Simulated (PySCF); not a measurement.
Coordinates of C₆H₇N₃O, SMILES Cc1nnc(C=O)c(C)n1 (Å):

```xyz
17

C      2.7195    -1.2307    -0.6028
C      1.4643    -0.4367    -0.4962
N      1.3801     0.6753    -1.2376
N      0.2914     1.3936    -1.1509
C     -0.6980     1.0157    -0.3475
C     -1.8651     1.9329    -0.3584
O     -2.8694     1.7769     0.2882
C     -0.5999    -0.1663     0.4280
C     -1.6741    -0.6447     1.3411
N      0.5113    -0.8810     0.3316
H      2.4823    -2.2833    -0.8149
H      3.2531    -1.2114     0.3604
H      3.3649    -0.8178    -1.3862
H     -1.7130     2.8017    -1.0435
H     -1.3633    -1.5952     1.7910
H     -1.8752     0.0996     2.1261
H     -2.6242    -0.7638     0.8005
```

GIAO shifts, PBE0/pcSseg-1 in PySCF 2.14.0, at a PBE0-D3(BJ)/def2-SVP geometry (no frequency check), against TMS for ¹³C computed at the same level. Gas phase, fully decoupled, line heights follow the number of nuclei, widths are arbitrary (no quadrupolar broadening); values of one conformer, averaged over methyl-type rotors and exact or near symmetry; other conformers aren't averaged in.

### Predict the ¹³C spectrum.

6 signals.


```
δ (ppm)  nuclei  atoms
  201.5       1     C6
  172.3       1     C2
  164.7       1     C8
  154.0       1     C5
   26.8       1     C1
   26.3       1     C9
```

The order of signals that lie close, as those under 2 ppm apart, is within the error of the method.

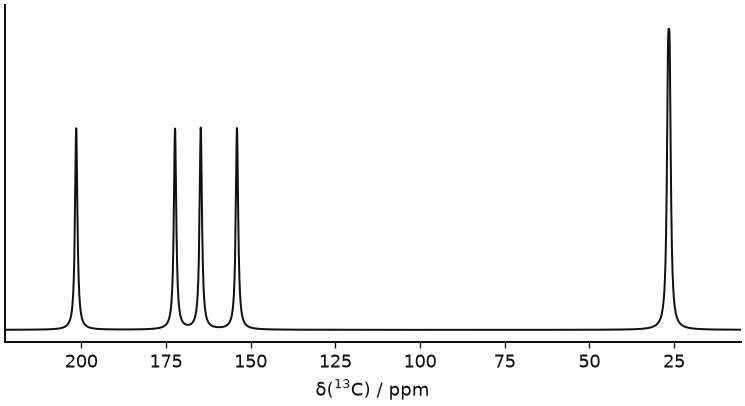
